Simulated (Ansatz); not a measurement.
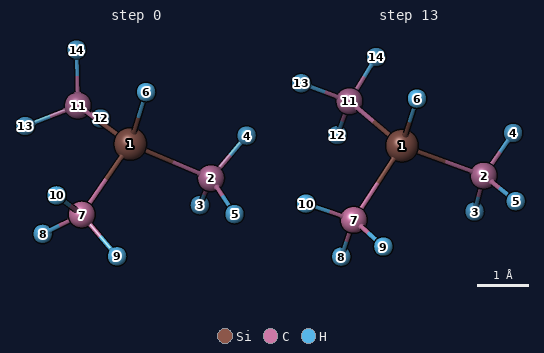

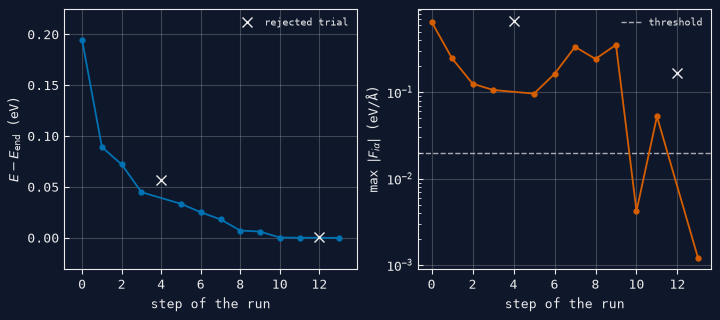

First and last geometry of a relaxation of C₃H₁₀Si, with the history of the run. A ball-and-stick model, seen from a free direction.

The run prepares the start of a later molecular dynamics calculation, from a guessed geometry.

Method: Ansatz, RKS r2SCAN-D4/STO-3G. Set-up: no spin polarisation; force threshold 0.02 eV/Å; at most 40 steps.

Question: Read the history and describe the run.

Answer: It converged. The energy falls by 0.194 eV in 11 accepted moves (13 points after the start). Largest force component: 0.65 eV/Å at the start, 0.0012 eV/Å at the end. The line search rejected the trial steps at points 4, 12 of the run. The forces were under the threshold at step 10, but the run went on from there. H13 moves most after the best rigid fit: 0.96 Å. Largest moves by element: H 0.96 Å, C 0.14 Å, Si 0.04 Å. Among the contacts that change: C11–H12 1.110 → 1.096 Å, Si1–H6 1.460 → 1.449 Å, Si1–C11 1.869 → 1.874 Å. Groups turn about Si1–C11 by about 50°, Si1–C7 by about 35°.

Limits of the set-up: STO-3G is a minimal basis, so the numbers are rough.
